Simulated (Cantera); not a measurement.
Charge: 1 mol SiCl4, 29 mol N2, 0.6 mol H2, held at 6.70 mbar.

Cantera equilibrium calculation (NASA polynomials, part measured and part estimated; ideal gas, pure solids and liquids). Candidate condensed phases: NH4Cl, Si, Si3N4; 28 gas species. N2 is the only nitrogen source here; it is nearly inert below about 1500 K, so the nitride shown seldom forms there in practice. The tables' values for SiCl3, SiCl, SiN are old estimates; treat these amounts as uncertain. The numbers say what is thermodynamically allowed, not how fast it happens.

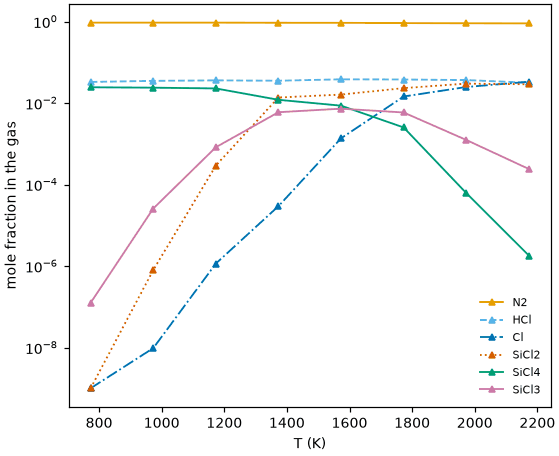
Equilibrium gas composition (values under 1e-9 drawn at 1e-9)

From 773 K to 1373 K the condensed part is Si3N4(s). From 1573 K to 2173 K nothing is condensed. The main Si-bearing gas is SiCl4 at 773 K and SiCl2 at 2173 K.
